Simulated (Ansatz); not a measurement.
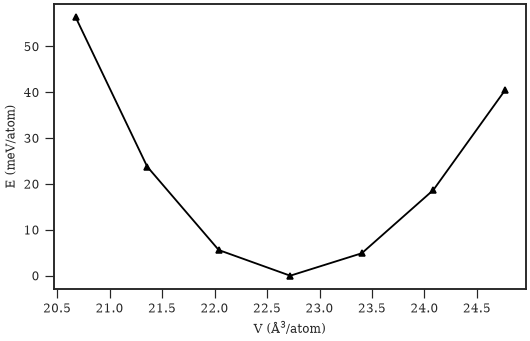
Fig. 1. PtPb (NiAs type, P6_3/mmc) under volume change, r²SCAN (plane waves, PAW; program Ansatz), shape and atoms relaxed at each volume.

**Question.** What does a third-order Birch–Murnaghan fit give for V₀, B₀ and B′?

**Answer.** V₀ = 22.73 Å³/atom, B₀ = 82.5 GPa, B′ = 4.3.

The workflow started from an entry of the Crystallography Open Database (COD). Its standing as an ambient phase is unchecked. Symmetry was held in the r²SCAN relaxation; whether a distortion lowers the energy is not shown. No spin polarisation was allowed. Spin–orbit coupling is left out wherever it is not named.

Potentials: the later of the program's two PAW sets.
